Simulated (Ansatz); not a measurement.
# GaSiH7O (SMILES [SiH3][OH+][GaH3-]) at 6 levels

Aim: a comparison of 6 runs (HF/6-31G*, B3LYP/6-31G*, BLYP/6-31G*, PBE-QIDH/6-31G*, PBE/6-31G*, revPBE/6-31G*) of GaSiH7O. 

The calculation is run with Ansatz 0.2.0.

67 further runs of the same task are left out: 1 that didn't finish, 66 set aside as unsound or not needed.

## (1) The molecule

GaSiH7O has 10 atoms, charge 0, and is taken as a singlet. SMILES: `[SiH3][OH+][GaH3-]`. The Si1–H6 distance was set to 2.655 Å, away from the relaxed value. At this shape a bond of the SMILES string is far longer than usual.

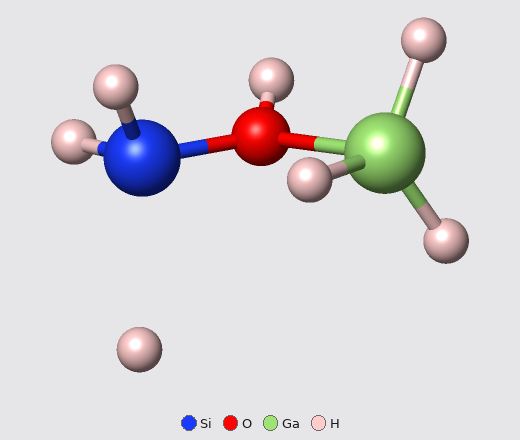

The structure, seen from a chosen angle (silicon blue, oxygen red, gallium green, hydrogen pink).

## (2) The energy at HF/6-31G(d) (spherical functions) (run 1)

The input, job.yaml:

```yaml
crystal:
  periodic: [false, false, false]
  atoms:
    - symbol: Si
      position_ang: [-0.816792, -0.386419, -1.669154]
    - symbol: O
      position_ang: [-1.104292, -1.300219, -0.282354]
    - symbol: Ga
      position_ang: [0.550008, -1.617519, 1.095346]
    - symbol: H
      position_ang: [-2.099192, -0.326519, -2.414854]
    - symbol: H
      position_ang: [0.223908, -1.025819, -2.504754]
    - symbol: H
      position_ang: [-0.069600, 2.013200, -0.814500]
    - symbol: H
      position_ang: [-1.655992, -2.081319, -0.369754]
    - symbol: H
      position_ang: [-0.025492, -0.919919, 2.380446]
    - symbol: H
      position_ang: [1.553508, -0.813019, 0.172746]
    - symbol: H
      position_ang: [0.538208, -3.192119, 0.991046]
basis:
  gaussian: {orbitals: 6-31G_st_-spherical.json}
hamiltonian: {xc: hf}
accuracy: high
output: {orbitals: {seedname: orbitals}}
```

The basis set 6-31G* is read from a file made from the Basis Set Exchange's data (not shown).

Run with:

```console
$ ansatz run job.yaml --threads 1 --pin off --max-ram 3480MiB --events-out events.jsonl --progress --plain --runs-dir runs
```

The log of the run:

```text
Warning: RAYON_NUM_THREADS=1 ignored (pool sized by the plan → 1); use --threads N
Functional definition: HF
  name "HF"
  exchange = exact_x
  correlation = 0
1781 factors; integrals over basis functions are off by at most 4.7e-9 eV
mean field evaluation 1: about -62330.0915 eV, gradient 2.8e1 eV
mean field evaluation 2: about -62330.1884 eV, gradient 2.9e1 eV
mean field evaluation 4: about -62332.2616 eV, gradient 2.9e0 eV
mean field evaluation 8: about -62332.2935 eV, gradient 9.3e-2 eV
mean field -62332.29357333 eV, -2290.6695384736 hartree, gradient 6.5e-8 eV, S^2 0.000000; 0 other end points of the search recorded, 0 dependent functions left out
reference -62332.29357333 eV, -2290.6695384736 hartree; 30, 30 occupied and 48, 48 virtual orbitals, 1781 factors
Total energy: -62332.29357333 eV, -2290.6695384736 hartree
```

Wall time 3 s (1 thread of Arm Neoverse V1, shared host); peak memory 0.22 GiB.

## (3) The energy at B3LYP/6-31G(d) (spherical functions) (run 2)

The input, job.yaml:

```yaml
crystal:
  periodic: [false, false, false]
  atoms:
    - {symbol: Si, position_ang: [-0.816792, -0.386419, -1.669154]}
    - {symbol: O, position_ang: [-1.104292, -1.300219, -0.282354]}
    - {symbol: Ga, position_ang: [0.550008, -1.617519, 1.095346]}
    - {symbol: H, position_ang: [-2.099192, -0.326519, -2.414854]}
    - {symbol: H, position_ang: [0.223908, -1.025819, -2.504754]}
    - {symbol: H, position_ang: [-0.069600, 2.013200, -0.814500]}
    - {symbol: H, position_ang: [-1.655992, -2.081319, -0.369754]}
    - {symbol: H, position_ang: [-0.025492, -0.919919, 2.380446]}
    - {symbol: H, position_ang: [1.553508, -0.813019, 0.172746]}
    - {symbol: H, position_ang: [0.538208, -3.192119, 0.991046]}
basis:
  gaussian: {orbitals: 6-31G_st_-spherical.json}
hamiltonian: {xc: {name: B3LYP}}
accuracy: high
output: {orbitals: {seedname: orbitals}}
```

The basis set 6-31G* is read from a file made from the Basis Set Exchange's data (not shown).

Run with:

```console
$ ansatz run job.yaml --threads 1 --pin off --max-ram 3480MiB --events-out events.jsonl --progress --plain --runs-dir runs
```

The log of the run:

```text
Warning: RAYON_NUM_THREADS=1 ignored (pool sized by the plan → 1); use --threads N
Functional definition: B3LYP
  name "B3LYP"
  parameter a0 = 0.2
  parameter ax = 0.72
  parameter ac = 0.81
  exchange = (1 - a0 - ax)*slater_x + ax*b88_x + a0*exact_x
  correlation = (1 - ac)*vwn_rpa_c + ac*lyp_c
1781 factors; integrals over basis functions are off by at most 4.7e-9 eV
mean field evaluation 1: about -62403.3877 eV, gradient 4.8e1 eV
mean field evaluation 2: about -62396.0027 eV, gradient 8.1e1 eV
mean field evaluation 4: about -62407.1768 eV, gradient 4.3e0 eV
mean field evaluation 8: about -62407.3622 eV, gradient 6.6e-1 eV
mean field evaluation 16: about -62407.3644 eV, gradient 1.0e-5 eV
mean field -62407.36435894 eV, -2293.4283389603 hartree, gradient 2.0e-8 eV, S^2 0.000000; 0 other end points of the search recorded, 0 dependent functions left out
reference -62407.36440774 eV, -2293.4283407537 hartree; 30, 30 occupied and 48, 48 virtual orbitals, 1781 factors
Total energy: -62407.36440774 eV, -2293.4283407537 hartree
```

It took 9.9 s on 1 thread of Arm Neoverse V1, shared host; peak memory 0.28 GiB.

Run 3 isn't shown in full; the table further down has it.

## (4) The energy at PBE-QIDH/6-31G(d) (spherical functions) (run 4)

The input, run.yaml:

```yaml
basis:
  gaussian:
    orbitals: 6-31G_st_-spherical.json
crystal:
  periodic: [false, false, false]
  atoms:
    - symbol: Si
      position_ang: [-0.816792, -0.386419, -1.669154]
    - symbol: O
      position_ang: [-1.104292, -1.300219, -0.282354]
    - symbol: Ga
      position_ang: [0.550008, -1.617519, 1.095346]
    - symbol: H
      position_ang: [-2.099192, -0.326519, -2.414854]
    - symbol: H
      position_ang: [0.223908, -1.025819, -2.504754]
    - symbol: H
      position_ang: [-0.069600, 2.013200, -0.814500]
    - symbol: H
      position_ang: [-1.655992, -2.081319, -0.369754]
    - symbol: H
      position_ang: [-0.025492, -0.919919, 2.380446]
    - symbol: H
      position_ang: [1.553508, -0.813019, 0.172746]
    - symbol: H
      position_ang: [0.538208, -3.192119, 0.991046]
hamiltonian:
  xc: {name: PBE-QIDH}
correlation:
  frozen_orbitals: {Ga: 9, H: 0, O: 1, Si: 5}
accuracy: high
output: {orbitals: {seedname: orbitals}}
```

The basis set 6-31G* is read from a file made from the Basis Set Exchange's data (not shown).

Run with:

```console
$ ansatz run run.yaml --threads 1 --pin off --max-ram 3480MiB --events-out events.jsonl --progress --plain --runs-dir runs
```

The log of the run, cut to the lines that bear on the results:

```text
Warning: RAYON_NUM_THREADS=1 ignored (pool sized by the plan → 1); use --threads N
Functional definition: PBE-QIDH
  name "PBE-QIDH"
[...]
1781 factors; integrals over basis functions are off by at most 4.7e-9 eV
[...]
mean field -62373.97767083 eV, -2292.2014008024 hartree, gradient 8.6e-9 eV, S^2 0.000000; 0 other end points of the search recorded, 0 dependent functions left out; unrestricted orbitals would lower it
15 core orbitals not correlated: weight in the atoms' cores, before any rotation towards them, 1.000 or more for the frozen orbitals, at most 0.000 for the correlated occupied ones
reference -62373.97767249 eV, -2292.2014008636 hartree; 15, 15 occupied and 48, 48 virtual orbitals, 1781 factors
second order -16.24304249 eV of doubles, -0.00000000 eV of singles
Total energy: -62379.39201999 eV, -2292.4003744640 hartree
```

Run time: 13 s. Hardware: 1 thread of Arm Neoverse V1, shared host; peak memory 0.28 GiB.

Run 5 isn't shown in full; the table further down has it.

## (5) A single-point energy at revPBE/6-31G(d) (spherical functions) (run 6)

The input, input.yaml:

```yaml
crystal:
  periodic: [false, false, false]
  atoms:
    - {symbol: Si, position_ang: [-0.816792, -0.386419, -1.669154]}
    - {symbol: O, position_ang: [-1.104292, -1.300219, -0.282354]}
    - {symbol: Ga, position_ang: [0.550008, -1.617519, 1.095346]}
    - {symbol: H, position_ang: [-2.099192, -0.326519, -2.414854]}
    - {symbol: H, position_ang: [0.223908, -1.025819, -2.504754]}
    - {symbol: H, position_ang: [-0.069600, 2.013200, -0.814500]}
    - {symbol: H, position_ang: [-1.655992, -2.081319, -0.369754]}
    - {symbol: H, position_ang: [-0.025492, -0.919919, 2.380446]}
    - {symbol: H, position_ang: [1.553508, -0.813019, 0.172746]}
    - {symbol: H, position_ang: [0.538208, -3.192119, 0.991046]}
basis:
  gaussian:
    orbitals: 6-31G_st_-spherical.json
hamiltonian:
  xc: {name: revPBE}
accuracy: high
output: {orbitals: {seedname: orbitals}}
```

The basis set 6-31G* is read from a file made from the Basis Set Exchange's data (not shown).

Run with:

```console
$ ansatz run input.yaml --threads 1 --pin off --max-ram 3480MiB --events-out events.jsonl --progress --plain --runs-dir runs
```

The log of the run:

```text
Warning: RAYON_NUM_THREADS=1 ignored (pool sized by the plan → 1); use --threads N
Functional definition: revPBE
  name "revPBE"
  parameter kappa = 1.245
  parameter beta = 0.06672455060314922
  exchange = pbe_x(kappa = kappa, mu = beta*pi^2/3)
  correlation = pbe_c(beta = beta)
1781 factors; integrals over basis functions are off by at most 4.7e-9 eV
mean field evaluation 1: about -62394.2508 eV, gradient 5.4e1 eV
mean field evaluation 2: about -62360.5868 eV, gradient 1.4e2 eV
mean field evaluation 4: about -62396.6962 eV, gradient 2.0e1 eV
mean field evaluation 8: about -62399.1115 eV, gradient 3.9e-1 eV
mean field evaluation 16: about -62399.0999 eV, gradient 4.8e-4 eV
mean field -62399.09987817 eV, -2293.1246248937 hartree, gradient 5.5e-8 eV, S^2 0.000000; 0 other end points of the search recorded, 0 dependent functions left out
reference -62399.09988483 eV, -2293.1246251386 hartree; 30, 30 occupied and 48, 48 virtual orbitals, 1781 factors
Total energy: -62399.09988483 eV, -2293.1246251386 hartree
```

It took 8.4 s on 1 thread of Arm Neoverse V1, shared host; peak memory 0.21 GiB.

## (6) Overview of the runs

```
run                                  level  frozen core orbitals   energy (Eh)  HOMO energy (eV)  LUMO energy (eV)  HOMO–LUMO gap (eV)  wall time
  1        HF/6-31G* (spherical functions)                     –  -2290.669538             -9.57              0.27                9.84        3 s
  2     B3LYP/6-31G* (spherical functions)                     –  -2293.428341             -7.27             -3.19                4.08      9.9 s
  3      BLYP/6-31G* (spherical functions)                     –  -2293.387593             -6.27             -3.65                2.62      8.4 s
  4  PBE-QIDH/6-31G* (spherical functions)                    15  -2292.400374             -8.94             -1.28                7.66       13 s
  5       PBE/6-31G* (spherical functions)                     –  -2292.812510             -6.39             -3.74                2.66      8.4 s
  6    revPBE/6-31G* (spherical functions)                     –  -2293.124625             -6.38             -3.71                2.67      8.4 s
```

## (7) Outcome

| quantity | value |
| --- | --- |
| run 6: total energy | -2293.12463 Eh |
| run 6: HOMO energy | -6.38 eV |
| run 6: LUMO energy | -3.71 eV |
| run 6: HOMO–LUMO gap | 2.67 eV |

The HOMO–LUMO gap runs from 2.62 eV (BLYP/6-31G*) to 9.84 eV (HF/6-31G*). Exact exchange widens orbital gaps. Totals of different functionals can't be ranked against each other. In run 4 the log says that unrestricted orbitals would lower the reference, so the values rest on an unstable closed-shell determinant (other closed-shell runs at this shape may share the fault). All runs together took 51 s, the longest 13 s.
